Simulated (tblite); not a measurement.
# Geometry relaxation, with input and output: C₇H₁₁BOSi (part 2 of 2)

C₇H₁₁BOSi; GFN2-xTB geometry optimisation, gas phase (tblite 0.8.0). It belongs to a series of runs on one base structure; here: BH inserted into a C-O bond.

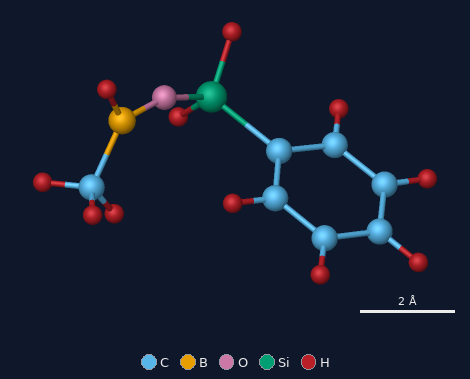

*The geometry at step 181 of the log (ball-and-stick view, seen at a tilt).*

### Trajectory as extended XYZ, continued
```
21
Properties=species:S:1:pos:R:3:forces:R:3 step=113 energy=-753.84647
C     3.6003   -0.9622   -0.1022   -0.0100  -0.0020  -0.0290
B     2.8973    0.4405   -0.3460   -0.0090   0.0160  -0.0030
O     1.8548    0.8014    0.3709    0.0200   0.0010   0.0000
Si    0.5743    1.4299    1.1092    0.0170   0.0010   0.0170
C    -0.9377    0.5140    0.4519   -0.0060  -0.0010  -0.0020
C    -0.8233   -0.6438   -0.3124   -0.0050  -0.0050  -0.0120
C    -1.9439   -1.3152   -0.7675    0.0090  -0.0110   0.0080
C    -3.2072   -0.8352   -0.4680   -0.0050  -0.0060  -0.0100
C    -3.3415    0.3179    0.2876   -0.0040  -0.0190   0.0150
C    -2.2165    0.9791    0.7440   -0.0260  -0.0050   0.0030
H     3.0666   -1.5831    0.6115   -0.0090  -0.0160   0.0240
H     3.7038   -1.5215   -1.0296   -0.0050   0.0020  -0.0070
H     4.6091   -0.8127    0.2759    0.0300   0.0010   0.0130
H     3.3076    1.1808   -1.1734    0.0130  -0.0030   0.0020
H     0.4674    2.8670    0.8285    0.0070   0.0110  -0.0150
H     0.7874    1.1841    2.5398    0.0000   0.0080   0.0060
H     0.1608   -1.0190   -0.5550    0.0100  -0.0070  -0.0010
H    -1.8327   -2.2174   -1.3522   -0.0020   0.0070  -0.0140
H    -4.0838   -1.3577   -0.8228   -0.0070   0.0040   0.0010
H    -4.3255    0.6957    0.5249   -0.0120   0.0100  -0.0010
H    -2.3263    1.8742    1.3391   -0.0060   0.0130   0.0060
21
Properties=species:S:1:pos:R:3:forces:R:3 step=136 energy=-753.85003
C     3.4093   -1.0124   -0.0754   -0.0040   0.0000  -0.0030
B     2.9413    0.4858   -0.3326    0.0110   0.0020  -0.0010
O     1.8941    0.9918    0.2819    0.0250  -0.0110  -0.0060
Si    0.5906    1.5246    1.0544   -0.0130  -0.0110  -0.0030
C    -0.9004    0.5479    0.4272   -0.0160  -0.0140   0.0340
C    -0.7604   -0.5800   -0.3778    0.0030  -0.0070   0.0260
C    -1.8637   -1.2943   -0.8099   -0.0040   0.0050  -0.0030
C    -3.1367   -0.8912   -0.4438    0.0040  -0.0130   0.0250
C    -3.2979    0.2268    0.3589    0.0020  -0.0050  -0.0120
C    -2.1897    0.9326    0.7894    0.0150   0.0150  -0.0150
H     2.7374   -1.5588    0.5828    0.0170   0.0180   0.0040
H     3.4803   -1.5578   -1.0145    0.0000  -0.0120  -0.0080
H     4.4053   -1.0410    0.3652   -0.0400   0.0300  -0.0090
H     3.5303    1.1748   -1.0956    0.0000  -0.0310   0.0230
H     0.4383    2.9553    0.7582   -0.0090  -0.0070   0.0030
H     0.8224    1.2922    2.4852   -0.0010   0.0030  -0.0110
H     0.2303   -0.9076   -0.6611    0.0030   0.0340  -0.0240
H    -1.7293   -2.1674   -1.4333   -0.0140   0.0030   0.0070
H    -4.0000   -1.4519   -0.7722    0.0000   0.0130  -0.0220
H    -4.2899    0.5468    0.6466    0.0200  -0.0130   0.0060
H    -2.3204    1.8006    1.4206    0.0010   0.0000  -0.0130
21
Properties=species:S:1:pos:R:3:forces:R:3 step=158 energy=-753.85392
C     3.1982   -1.0483   -0.0498    0.0090   0.0020   0.0080
B     2.9711    0.5044   -0.2969   -0.0120   0.0060  -0.0030
O     1.9492    1.1591    0.2147   -0.0010  -0.0010   0.0030
Si    0.6102    1.6101    0.9863    0.0140   0.0030   0.0110
C    -0.8568    0.5721    0.4050   -0.0050  -0.0020   0.0080
C    -0.7007   -0.5146   -0.4515    0.0060  -0.0020   0.0000
C    -1.7867   -1.2704   -0.8567    0.0080   0.0080  -0.0030
C    -3.0580   -0.9481   -0.4132    0.0070  -0.0120  -0.0100
C    -3.2352    0.1325    0.4354   -0.0030  -0.0130   0.0000
C    -2.1442    0.8792    0.8393   -0.0130  -0.0040  -0.0040
H     2.4298   -1.5038    0.5702    0.0000   0.0130   0.0020
H     3.2341   -1.5845   -0.9967   -0.0060  -0.0110   0.0030
H     4.1608   -1.2192    0.4287   -0.0020  -0.0030   0.0050
H     3.7357    1.1123   -0.9630    0.0030   0.0060  -0.0120
H     0.4006    3.0228    0.6463    0.0090  -0.0020   0.0010
H     0.8568    1.4213    2.4205   -0.0040  -0.0040  -0.0070
H     0.2898   -0.7670   -0.8040   -0.0150  -0.0030  -0.0090
H    -1.6410   -2.1116   -1.5201   -0.0090   0.0050   0.0040
H    -3.9078   -1.5369   -0.7276   -0.0010   0.0050  -0.0010
H    -4.2263    0.3895    0.7822    0.0080  -0.0020   0.0020
H    -2.2888    1.7182    1.5050    0.0080   0.0110   0.0020
21
Properties=species:S:1:pos:R:3:forces:R:3 step=181 energy=-753.86050
C     3.2323   -0.9613    0.0070    0.0020   0.0000   0.0040
B     2.8915    0.5179   -0.4605    0.0080  -0.0120  -0.0120
O     1.9115    1.2174    0.0792   -0.0230   0.0040   0.0020
Si    0.6515    1.5035    1.0480    0.0050   0.0070   0.0000
C    -0.8456    0.5330    0.4252   -0.0030   0.0080   0.0040
C    -0.7080   -0.5734   -0.4089    0.0050   0.0030   0.0020
C    -1.8103   -1.2907   -0.8386   -0.0020   0.0060  -0.0070
C    -3.0821   -0.9076   -0.4475    0.0090   0.0160  -0.0040
C    -3.2407    0.1944    0.3772    0.0020   0.0030   0.0090
C    -2.1329    0.8998    0.8100    0.0020   0.0020   0.0080
H     2.4914   -1.3680    0.6908   -0.0090  -0.0050   0.0120
H     3.3264   -1.6382   -0.8402   -0.0020   0.0110   0.0120
H     4.1938   -0.9776    0.5173    0.0180  -0.0010  -0.0060
H     3.5276    1.0360   -1.3117   -0.0160  -0.0030   0.0110
H     0.4370    2.9496    0.9366    0.0040  -0.0140   0.0040
H     0.9817    1.1036    2.4239   -0.0050   0.0050  -0.0190
H     0.2810   -0.8707   -0.7278    0.0060  -0.0130  -0.0140
H    -1.6757   -2.1492   -1.4813   -0.0140  -0.0020  -0.0080
H    -3.9461   -1.4611   -0.7868    0.0120   0.0010   0.0080
H    -4.2298    0.5047    0.6839    0.0010  -0.0180  -0.0050
H    -2.2633    1.7548    1.4583    0.0000   0.0020  -0.0020
21
Properties=species:S:1:pos:R:3:forces:R:3 step=203 energy=-753.86550
C     3.4039   -0.8633    0.1313    0.0110  -0.0460   0.0300
B     2.8380    0.4559   -0.5431   -0.0260   0.0140   0.0270
O     1.8446    1.1439   -0.0121   -0.0020  -0.0100  -0.0080
Si    0.6585    1.3975    1.0540   -0.0140   0.0070  -0.0160
C    -0.8760    0.5009    0.4133    0.0190  -0.0310   0.0150
C    -0.7724   -0.5897   -0.4475    0.0030   0.0380  -0.0340
C    -1.8964   -1.2598   -0.8977   -0.0120   0.0290   0.0260
C    -3.1536   -0.8431   -0.4915   -0.0020   0.0100   0.0060
C    -3.2777    0.2353    0.3709    0.0070  -0.0150  -0.0060
C    -2.1481    0.8941    0.8208    0.0230  -0.0190  -0.0090
H     2.8424   -1.1621    1.0144    0.0120   0.0230  -0.0210
H     3.3920   -1.6932   -0.5727    0.0140  -0.0120   0.0010
H     4.4439   -0.7299    0.4257   -0.0140   0.0000  -0.0120
H     3.2962    0.8592   -1.5527    0.0210   0.0050  -0.0200
H     0.5140    2.8541    1.0485   -0.0200  -0.0020   0.0100
H     1.0021    0.8901    2.3905    0.0080   0.0100   0.0100
H     0.2085   -0.9032   -0.7788   -0.0070  -0.0230   0.0030
H    -1.7925   -2.1070   -1.5632   -0.0130   0.0520   0.0210
H    -4.0359   -1.3551   -0.8485    0.0050  -0.0050   0.0160
H    -4.2569    0.5615    0.6942    0.0150  -0.0180  -0.0200
H    -2.2433    1.7308    1.4988   -0.0280  -0.0080  -0.0180
21
Properties=species:S:1:pos:R:3:forces:R:3 step=226 energy=-753.87042
C     3.3591   -0.9021    0.2198   -0.0020  -0.0030   0.0010
B     2.8515    0.4137   -0.5091    0.0030  -0.0010   0.0010
O     1.8647    1.1467   -0.0281    0.0020   0.0010   0.0000
Si    0.6534    1.4700    0.9898    0.0010   0.0000   0.0020
C    -0.8634    0.5250    0.3803   -0.0020   0.0040  -0.0060
C    -0.7629   -0.4854   -0.5725   -0.0010  -0.0020   0.0010
C    -1.8805   -1.1774   -1.0043   -0.0050   0.0010   0.0020
C    -3.1278   -0.8678   -0.4891    0.0020  -0.0010   0.0020
C    -3.2487    0.1360    0.4582    0.0000   0.0000  -0.0040
C    -2.1267    0.8212    0.8859    0.0010  -0.0030   0.0020
H     2.8650   -1.0702    1.1739    0.0040   0.0030  -0.0080
H     3.1801   -1.7751   -0.4063    0.0070   0.0050   0.0030
H     4.4329   -0.8682    0.3922   -0.0060  -0.0010   0.0030
H     3.3465    0.7678   -1.5218   -0.0020  -0.0040   0.0030
H     0.4880    2.9214    0.8823    0.0020  -0.0030  -0.0020
H     0.9799    1.0676    2.3658   -0.0010  -0.0010  -0.0040
H     0.2084   -0.7281   -0.9819   -0.0020   0.0000   0.0000
H    -1.7791   -1.9593   -1.7439   -0.0040   0.0050   0.0020
H    -4.0032   -1.4055   -0.8238    0.0050   0.0010  -0.0030
H    -4.2204    0.3836    0.8615    0.0000  -0.0030   0.0010
H    -2.2257    1.6031    1.6254   -0.0020   0.0010   0.0020
```

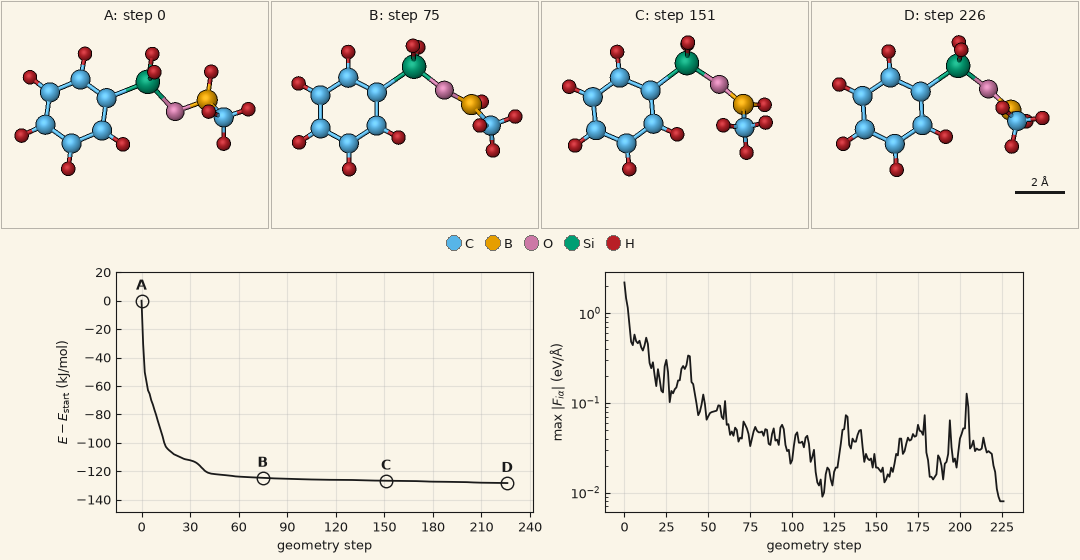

*Frames of the relaxation (ball-and-stick view, seen at a tilt) above the curves, on which the letters mark them (steps are counted from 0).*

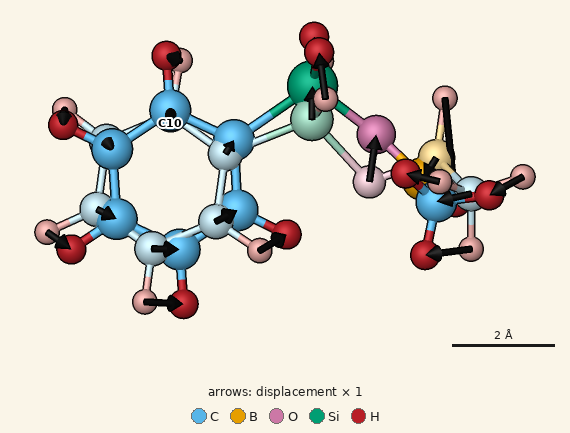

*Start (faint) and end (solid) with the displacements as black arrows, at true length (ball-and-stick view, seen at a tilt). The two geometries are laid on each other by the best rigid fit.*

The energy falls by 128.3 kJ/mol in 226 geometry steps. The largest force component goes from 2.2 to 0.008 eV/Å. H14 moves most after the best rigid fit: 2.23 Å. Largest moves by element: H 2.23 Å, O 0.95 Å, C 0.73 Å, Si 0.69 Å, B 0.50 Å. Among the contacts that change: B2–O3 1.445 → 1.320 Å, O3–Si4 1.736 → 1.615 Å, Si4–C5 1.844 → 1.888 Å, C1–H12 1.119 → 1.089 Å. Among the angles that change: B2–O3–Si4 108.2° → 154.4°, C1–B2–O3 114.2° → 122.1°, C1–B2–H14 114.9° → 120.5°. (Atoms are counted from 1 in the order of the input.)

The run was set up as follows.

### The input
```
{"job": {"kind": "relax", "xc": "GFN2-xTB", "basis": "xTB"}, "charge": 0, "multiplicity": 1}
C      3.996500    -0.604000     0.079600
B      3.105800     0.681000    -0.330100
O      1.745300     0.366000    -0.700800
Si     0.698000     0.903800     0.575500
C     -1.009500     0.288900     0.251700
C     -1.147900    -0.933800    -0.382000
C     -2.413600    -1.410700    -0.651300
C     -3.548300    -0.689200    -0.299500
C     -3.414400     0.539100     0.327400
C     -2.144200     1.011600     0.593700
H      3.530400    -1.051300     0.975900
H      3.953500    -1.281500    -0.810100
H      5.029900    -0.333500     0.280400
H      3.258300     1.635600     0.360200
H      0.728300     2.382600     0.614800
H      1.201100     0.342000     1.860400
H     -0.242100    -1.472700    -0.634700
H     -2.513800    -2.378100    -1.136000
H     -4.537300    -1.092800    -0.520500
H     -4.283500     1.122400     0.609600
H     -2.001700     1.991500     1.089800
```

The first line tells a small driver script what to run in tblite; the rest is the geometry in Å.

Launch command:
```bash
OMP_NUM_THREADS=1 python <driver script> task.json out
```

### Results in brief

```json
{"quantity": "outcome", "value": "converged"}
{"quantity": "total energy", "value": "−753.8704 eV"}
{"quantity": "hardware", "value": "1 CPU thread, shared host"}
{"quantity": "wall time", "value": "3.7 s"}
{"quantity": "peak memory", "value": "0.18 GiB"}
```
